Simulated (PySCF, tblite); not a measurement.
# C₂H₁₀O₂SSi₂: geometry, infrared bands and NMR shifts

Wanted: the infrared bands and NMR shifts of C₂H₁₀O₂SSi₂ (`CO[SiH2][Si@H](O)SC`), by calculation.

Computed with tblite 0.8.0 and PySCF 2.14.0, with density-fitted response routines of our own, on a single molecule in the gas phase. Atoms are numbered from 0 throughout.

## (1) The starting structure

17 atoms, charge 0, multiplicity 1; geometry from: force field or distance geometry start.

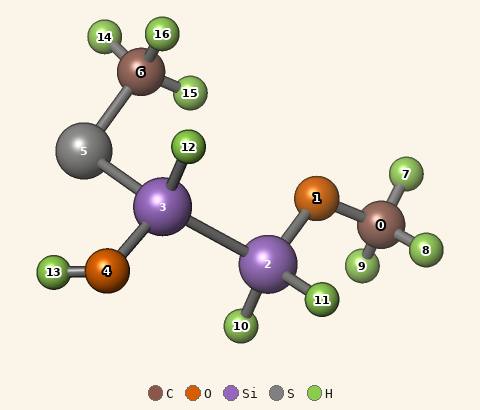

The starting geometry (carbon brown, oxygen orange, silicon purple, sulfur grey, hydrogen green), atoms numbered.

## (2) Geometry optimisation with GFN2-xTB

Job settings and geometry (Å):

```
{"job": {"kind": "relax", "xc": "GFN2-xTB", "basis": "xTB"}, "charge": 0, "multiplicity": 1}
C      1.648100     2.277700    -0.946800
O      0.886200     1.295700    -0.266200
Si     1.332700    -0.312600    -0.458400
Si    -0.135100    -1.709800     0.686500
O      0.174800    -3.326500     0.415500
S     -2.183700    -1.459300     0.081600
C     -2.573200     0.221800     0.624700
H      1.227200     3.264700    -0.689500
H      2.695300     2.269400    -0.633700
H      1.559700     2.149900    -2.027200
H      1.295800    -0.611000    -1.920300
H      2.718900    -0.479700     0.015900
H     -0.070300    -1.472900     2.167100
H     -0.569500    -3.814400     0.027500
H     -3.631000     0.430900     0.421200
H     -1.973800     0.956700     0.103800
H     -2.409100     0.331400     1.707500
```

Run with:

```sh
$ OMP_NUM_THREADS=1 python probes_run.py task.json out
```

This one command runs all jobs of the session in turn.

**Question.** This job is followed by: GFN2-xTB harmonic vibrations, gas phase; GIAO PBE0/pcSseg-1 NMR shielding, non-relativistic, gas phase. What will the session give for the following? strongest single infrared mode (GFN2-xTB); zero-point energy (GFN2-xTB); ¹³C shifts against TMS (PBE0/pcSseg-1); ¹H shifts against TMS (PBE0/pcSseg-1, means over atoms taken as alike); ¹⁷O shifts against H2O (PBE0/pcSseg-1); ²⁹Si shifts against TMS (PBE0/pcSseg-1); ³³S shifts against CS2 (PBE0/pcSseg-1).

**Answer**, as computed:

| quantity | value |
| --- | --- |
| strongest single infrared mode (GFN2-xTB) | 2148 cm⁻¹, 507 km/mol |
| zero-point energy (GFN2-xTB) | 74.4 kcal/mol |
| ¹³C shifts against TMS (PBE0/pcSseg-1) | 56.0, 8.8 ppm |
| ¹H shifts against TMS (PBE0/pcSseg-1, means over atoms taken as alike) | 6.31, 5.22, 5.17, 3.62, 2.06, 1.14 ppm |
| ¹⁷O shifts against H2O (PBE0/pcSseg-1) | 22.0, -15.2 ppm |
| ²⁹Si shifts against TMS (PBE0/pcSseg-1) | 0.5, -25.2 ppm |
| ³³S shifts against CS2 (PBE0/pcSseg-1) | -181 ppm |

**Reading.** The optimisation took 98 steps and gained 0.309 eV; among the close pairs (by a distance rule), O1–Si2 changed most, from 1.680 to 1.629 Å. No mode is imaginary among the 45: a minimum at this level. The strongest single mode, at 2148 cm⁻¹, moves mainly H12. Unscaled tight-binding wavenumbers are off by several per cent, some by more. Its intensities can rank the bands wrongly. C0 (methyl carbon bonded to O) lies farthest downfield among carbon, at 56.0 ppm; pulled downfield by the heteroatom. At PBE0/pcSseg-1: The largest span, 279 ppm, is at S5, where the paramagnetic term is -374 ppm.
